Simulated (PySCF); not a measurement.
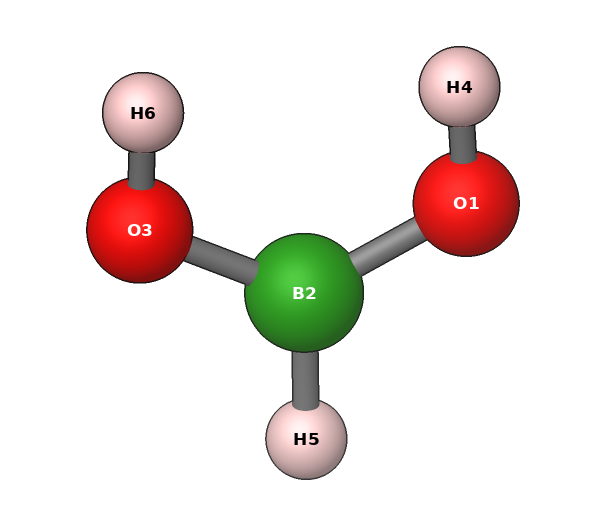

The atoms are numbered. Computed geometry: PBE0-D3(BJ)/def2-SVP optimisation. No frequency run is at hand to confirm it as a minimum.

Which atoms are bonded, and how long are the bonds?

```json
{"bond": "O1–B2", "length (Å)": "1.359", "order": "single"}
{"bond": "O1–H4", "length (Å)": "0.963", "order": "single"}
{"bond": "B2–O3", "length (Å)": "1.359", "order": "single"}
{"bond": "B2–H5", "length (Å)": "1.205", "order": "single"}
{"bond": "O3–H6", "length (Å)": "0.963", "order": "single"}
```
